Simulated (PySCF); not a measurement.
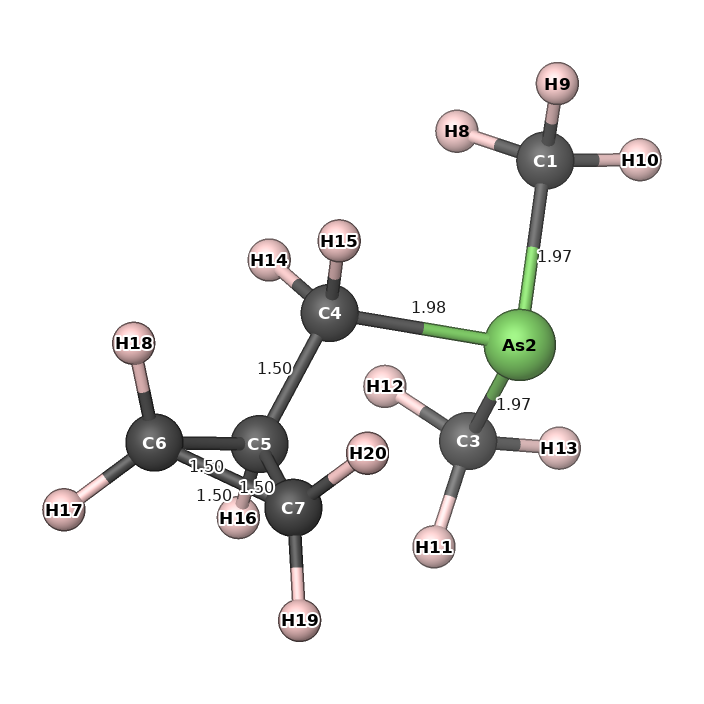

Bond lengths are marked in Å; every bond is drawn as one stick. The computed structure is the end point of a PBE0-D3(BJ)/def2-SVP optimisation. No frequency run is at hand to confirm it as a minimum.

Question: Assign a bond order to each marked bond.

Answer: C1–As2 single; As2–C3 single; As2–C4 single; C4–C5 single; C5–C6 single; C5–C7 single; C6–C7 single.

Question: Write the SMILES.

Answer: C[As](C)CC1CC1
